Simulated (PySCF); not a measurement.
C4H9Al, SMILES `C=[CH][AlH][CH2]C`.

Method: 6-31G* basis; geometry: GFN2-xTB; program: PySCF. No frequency check shows the geometry to be a minimum.

The calculation's input:

```python
import numpy as np
from pyscf import gto, scf, mcscf

mol = gto.M(atom='''
C     -2.05131     1.12787    -0.19887
C     -1.89007    -0.13334     0.20748
Al    -0.13540    -1.04092     0.03916
C      1.57613    -0.17224    -0.53801
C      2.08797     0.91784     0.42478
H     -1.22750     1.68895    -0.62153
H     -2.98935     1.66642    -0.13648
H     -2.77182    -0.63110     0.62070
H     -0.08484    -2.54544     0.41967
H      1.49525     0.27739    -1.54120
H      2.36024    -0.94138    -0.63609
H      1.34008     1.69878     0.55875
H      3.00030     1.38314     0.04928
H      2.30152     0.49443     1.40550
''', basis='6-31g*', charge=0, spin=0, verbose=4)
# stretch the bond between atoms 4 and 5, from long to short, fragments rigid
a, b, move = 3, 4, [4, 11, 12, 13]
xyz = mol.atom_coords(unit='Angstrom')
u = xyz[b] - xyz[a]
r0 = np.linalg.norm(u)
rows, last, dm_u = [], None, None
for r in [4.26, 3.34, 2.74, 2.36, 2.05, 1.82, 1.67, 1.52, 1.4]:
    new = xyz.copy()
    new[move] += u / r0 * (r - r0)
    m = mol.set_geom_(new, unit='Angstrom', inplace=False)
    rhf = scf.RHF(m).density_fit(auxbasis='def2-universal-jkfit').run()
    uhf = scf.UHF(m).density_fit(auxbasis='def2-universal-jkfit').newton()
    if dm_u is None:
        c = rhf.mo_coeff
        h = m.nelectron // 2 - 1
        ca, cb = c.copy(), c.copy()
        ca[:, h], cb[:, h] = (c[:, h] + c[:, h + 1]) / 2**.5, (c[:, h] - c[:, h + 1]) / 2**.5
        dm_u = np.array([x[:, :h + 1] @ x[:, :h + 1].T for x in (ca, cb)])
    uhf.kernel(dm0=dm_u)
    for _ in range(3):
        c, _, stable, _ = uhf.stability(return_status=True)
        if stable:
            break
        uhf.kernel(c, uhf.mo_occ)
    dm_u = uhf.make_rdm1()
    mc = mcscf.CASSCF(rhf, 2, 2)
    mc.natorb = True
    mc.fix_spin_(ss=0)
    guess = mcscf.addons.make_natural_orbitals(uhf)[1] if last is None else mcscf.project_init_guess(mc, last.mo_coeff, last.mol)
    mc.kernel(guess)
    last = mc
    act = slice(mc.ncore, mc.ncore + mc.ncas)
    print('r %.3f  RHF %.6f  UHF %.6f  <S^2> %.3f  CASSCF %.6f  occupations' % (r, rhf.e_tot, uhf.e_tot, uhf.spin_square()[0], mc.e_tot), mc.mo_occ[act].round(4))
    rows.append((new, rhf.e_tot, uhf.e_tot, uhf.spin_square()[0], mc.e_tot, mc.mo_occ[act], mc.mo_coeff[:, act], dm_u[0] - dm_u[1], rhf.converged and uhf.converged and mc.converged))
    np.savez('result.npz', **{k: [row[i] for row in rows] for i, k in enumerate('xyz rhf uhf s2 cas occ c spin ok'.split())})
```

Launched as:

```sh
OMP_NUM_THREADS=1 python input.py
```

The run took 7.4 min on 1 thread of Arm Neoverse V1 (shared host), peak memory 0.26 GiB.

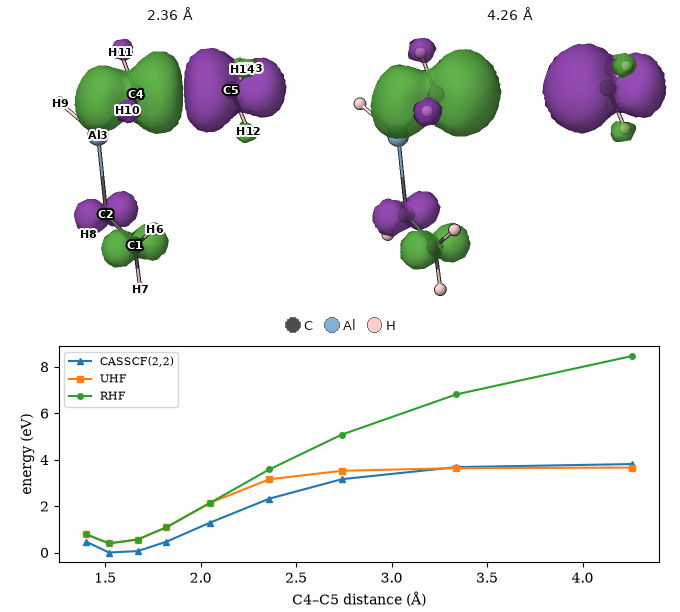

Rigid stretch of the C4–C5 bond. Broken-symmetry UHF spin density at ±0.03 e/Å³ (purple: α, green: β). Below: energies along the scan, from the lowest point of the three curves.

Q: How does the broken-symmetry solution share the spin, and how far is it from a pure singlet?

A: At 4.26 Å excess α spin lies mostly on C5 and excess β on C4; the two could be swapped at no cost. ⟨S²⟩ is 0.58 at 2.36 Å and 1.03 at 4.26 Å, against 0 for a pure singlet and 1 for an equal mix of singlet and triplet.

Q: Where does the UHF solution part from RHF?

A: Between 2.05 Å (⟨S²⟩ = 0, the two coincide) and 2.36 Å (⟨S²⟩ = 0.58); at 4.26 Å ⟨S²⟩ is 1.03 and UHF lies 4.8 eV below RHF.

Q: How much energy does the stretch cost?

A: By CASSCF, 3.8 eV from the lowest point of the scan (1.52 Å) to 4.26 Å; RHF gives 8.1 eV from its own lowest point. The fragments aren't relaxed and dynamic correlation is missing, so this isn't a bond dissociation energy.
